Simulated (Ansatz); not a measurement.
**C₆H₁₄Ge (SMILES C[CH](C)[Ge][CH](C)C): density, localisation and related maps**

Input

```
crystal:
  periodic: [false, false, false]
  atoms:
    - {symbol: C, position_ang: [1.694791, -0.898558, 0.902394]}
    - {symbol: C, position_ang: [0.999632, -1.035945, -0.452507]}
    - {symbol: C, position_ang: [1.410890, -2.318230, -1.158916]}
    - {symbol: Ge, position_ang: [-0.971810, -1.005042, -0.059247]}
    - {symbol: C, position_ang: [-1.194799, 0.929786, 0.459628]}
    - {symbol: C, position_ang: [-2.670875, 1.306805, 0.498055]}
    - {symbol: C, position_ang: [-0.374482, 1.959395, -0.303179]}
    - {symbol: H, position_ang: [1.351854, -1.657791, 1.616920]}
    - {symbol: H, position_ang: [2.777386, -1.038884, 0.801964]}
    - {symbol: H, position_ang: [1.530476, 0.081457, 1.357353]}
    - {symbol: H, position_ang: [1.264069, -0.174182, -1.074515]}
    - {symbol: H, position_ang: [1.131344, -3.201335, -0.575083]}
    - {symbol: H, position_ang: [0.935344, -2.417142, -2.138562]}
    - {symbol: H, position_ang: [2.495678, -2.359836, -1.313603]}
    - {symbol: H, position_ang: [-0.827580, 0.895596, 1.501150]}
    - {symbol: H, position_ang: [-3.094732, 1.346592, -0.510709]}
    - {symbol: H, position_ang: [-2.821535, 2.294761, 0.947910]}
    - {symbol: H, position_ang: [-3.263302, 0.586039, 1.067907]}
    - {symbol: H, position_ang: [0.698916, 1.772628, -0.235551]}
    - {symbol: H, position_ang: [-0.555745, 2.970280, 0.081028]}
    - {symbol: H, position_ang: [-0.639920, 1.974203, -1.365438]}
basis:
  gaussian: {orbitals: def2-TZVPP}
hamiltonian: {xc: pbe0, dispersion: d4}
output: {orbitals: {seedname: orbitals}}
```

Command:

```sh
ansatz run in.yaml --threads 2 --pin off --events-out ev --progress --plain --max-ram 32768MiB --backend cuda --devices 0, --max-vram 18GiB
```

Geometry: PBE0-D4/def2-TZVP.

Method: RKS PBE0-D4/def2-TZVPP in Ansatz.

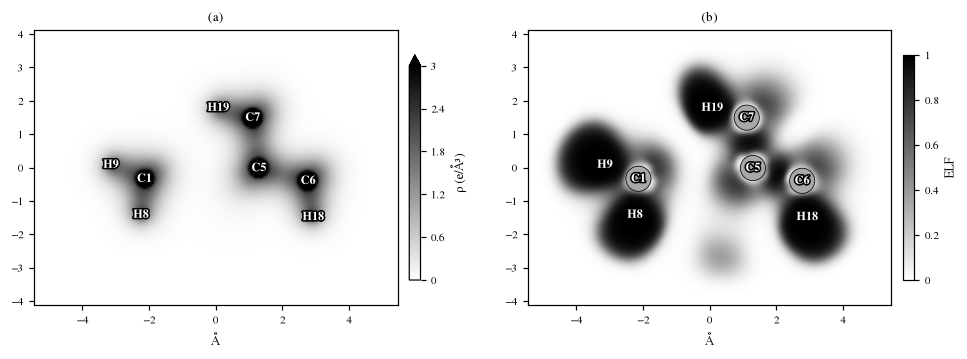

Figure 1. (a) total electron density; (b) ELF on the plane of atoms C6, C5 and C7. Grey discs cover the atomic cores in the ELF map.

> What do the fields say about this system?

Atoms in the plane: C and H. C–C (1.52 Å): ρ is about 1.6 e/Å³ halfway; the ELF peaks at about 0.95 between the atoms, as expected for localised, covalent bonding. C–H (1.09 Å): the density is about 2 e/Å³ at the midpoint; the ELF climbs to about 1 towards the hydrogen, as it does in any bond to H; a covalent bond by its length.

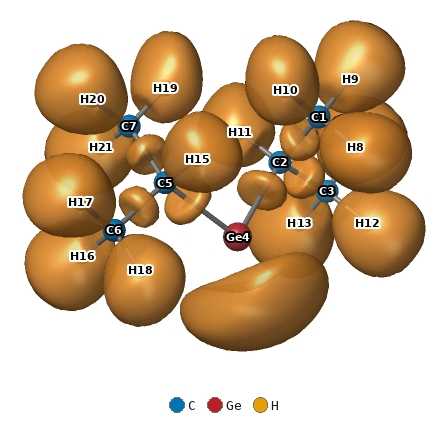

Figure 2. Isosurface of the electron localisation function at 0.8 (orange), seen at a tilt. Only the valence region is drawn (cores and ρ < 0.01 e/Å³ removed).

> Describe the localisation domains.

At this value the surface marks out four regions between bonded C–C atoms (shared pairs), 14 regions around hydrogen nuclei, two lobes of the valence shell of C pointing towards Ge (polar bonds) and one lobe on Ge, pointing away from the bonds (lone pairs). Profiles from the grid: C–Ge (2.01 Å): the ELF peaks at about 0.90 in the valence shell of C, 0.7 Å from its nucleus, and is about 0.70 at the midpoint.

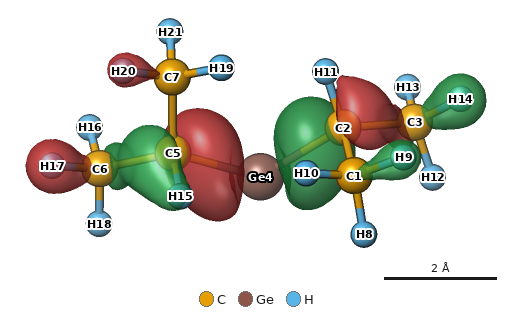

Figure 3. The HOMO−1 at ±0.15 Å⁻³ᐟ² (green and red are the two phases), seen from one side.

> What is the character of this orbital?

It lies mainly on Ge4 (about 25 %), C5 (about 20 %) and C2 (about 20 %). Its energy is −7.02 eV.
